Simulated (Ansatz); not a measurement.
```xyz
12

Si    0.9751    0.3164    0.3353
H     0.9407    0.2465    1.8150
H     2.3268    0.2524   -0.2663
C    -0.0773    1.7497   -0.3550
H     0.4770    2.6204    0.0516
H    -1.1054    1.7561    0.0310
H    -0.0652    1.7733   -1.4533
C    -0.0600   -1.1248   -0.3910
C    -0.9467   -1.8535    0.3446
H     0.1311   -1.3656   -1.4514
H    -1.4583   -1.4579    1.2350
H    -1.1378   -2.9130    0.1044
```

Geometry: r2SCAN-D4/def2-SVP.

The calculation used UKS PBE0-D4/def2-TZVP in Ansatz.

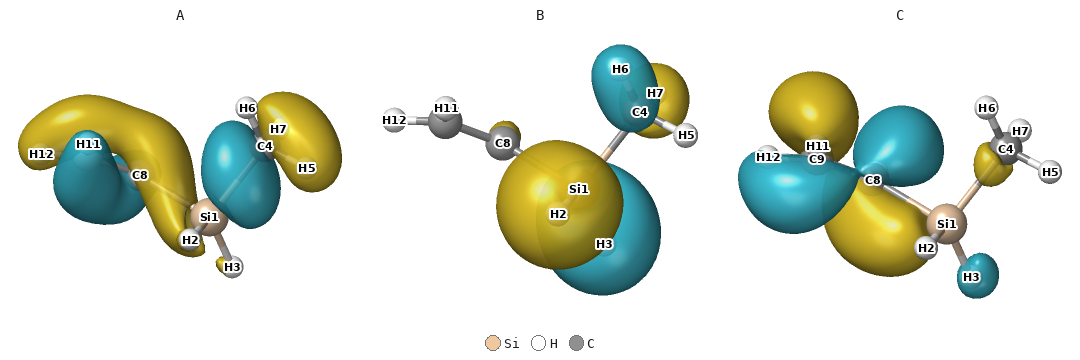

C₃H₈Si (charge +1, doublet). Three frontier orbitals at ±0.1 Å⁻³ᐟ² (yellow and cyan are the two phases), in no order.

Question: Order the three orbitals by energy and name them. All are α orbitals.

Answer: B is the HOMO−1 (α) (−14.64 eV). By Hirshfeld shares it lies mainly on Si1 (about 35 %), H2 (about 25 %), H3 (about 20 %) and C4 (about 5 %). A is the HOMO (α) (−13.66 eV). By Hirshfeld shares it lies mainly on C4 (about 25 %), C8 (about 20 %), C9 (about 20 %) and Si1 (about 15 %). C is the LUMO (α) (−7.51 eV). Its weight (Hirshfeld) is mainly on C9 (about 35 %), C8 (about 35 %) and Si1 (about 10 %); π-antibonding (π*) across C9–C8.

Question: What is the gap between the highest occupied and lowest empty α orbitals?

Answer: 6.15 eV between the orbital energies.
